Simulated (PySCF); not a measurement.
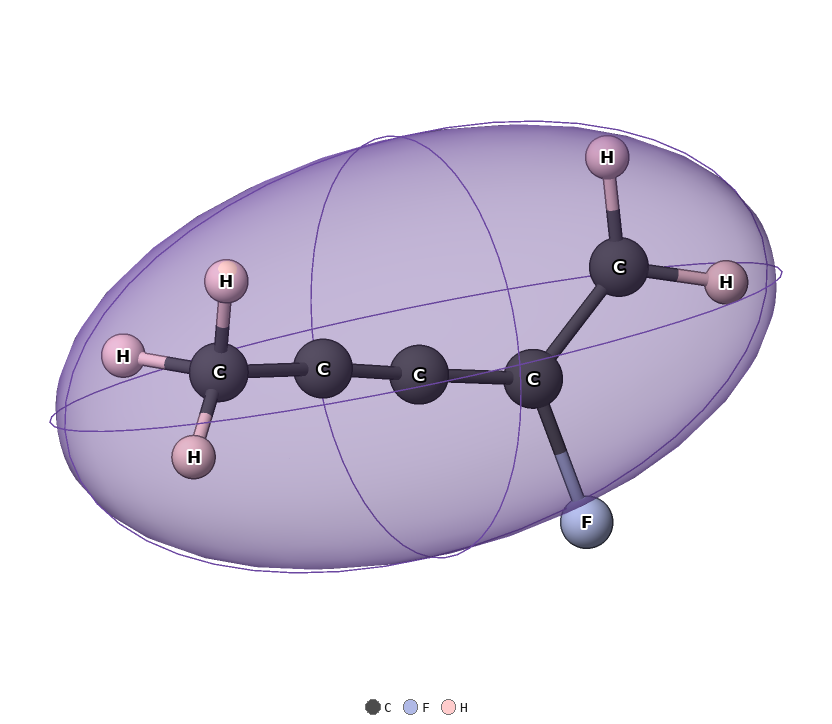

The ellipsoid shows the static dipole polarisability: its half-axes are proportional to the principal values. Geometry: a frame of a GFN2-xTB molecular-dynamics simulation, not a minimum. Method: PBE0/def2-SVPD (PySCF 2.14.0).

Question. Give the principal values, the mean and the anisotropy.

Answer. Principal values 41.1, 54.4, 116.1 bohr³; mean 70.5 bohr³ (10.45 Å³); anisotropy 69.3 bohr³, so the longest axis is 2.83 times the shortest.
